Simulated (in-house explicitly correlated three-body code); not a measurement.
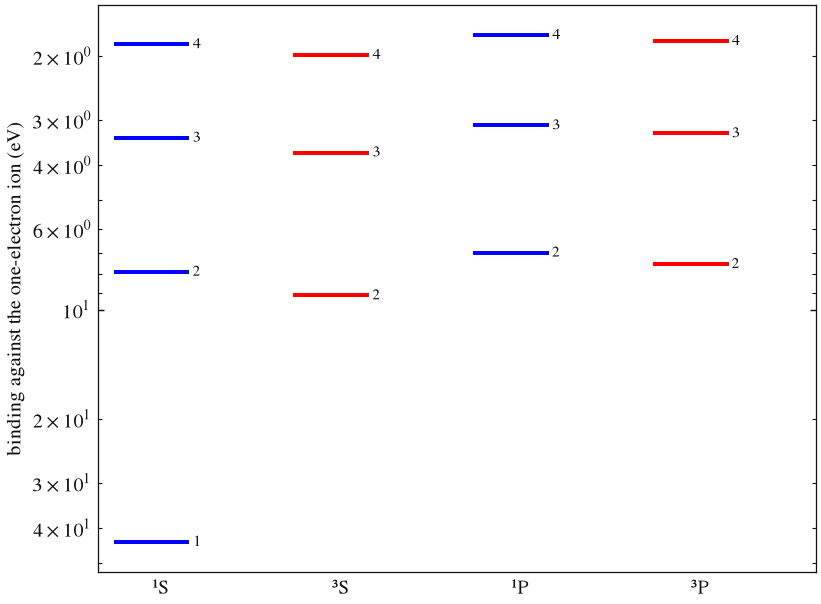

Two electrons around a point charge Z = 2.44. Computed variationally in 260 exponentially correlated functions with an in-house code, non-relativistic, converged to about 10⁻⁷ hartree. The plot shows the bound S and P states that converged, by term and principal number n, on a logarithmic scale of binding.

Question: How do singlets and triplets lie?

Answer: The ground state is bound by 43.7 eV. The n = 2 states drawn run, from the deepest, 2 ³S (9.14 eV), 2 ¹S (7.87 eV), 2 ³P (7.49 eV), 2 ¹P (6.97 eV). Exchange puts 2 ³S below 2 ¹S by 1.27 eV and 2 ³P below 2 ¹P by 0.527 eV. Quantum defects n − (Z − 1)/√(2 E(binding)): 2 ³S 0.243, 2 ¹S 0.106, 2 ³P 0.060, 2 ¹P −0.012.
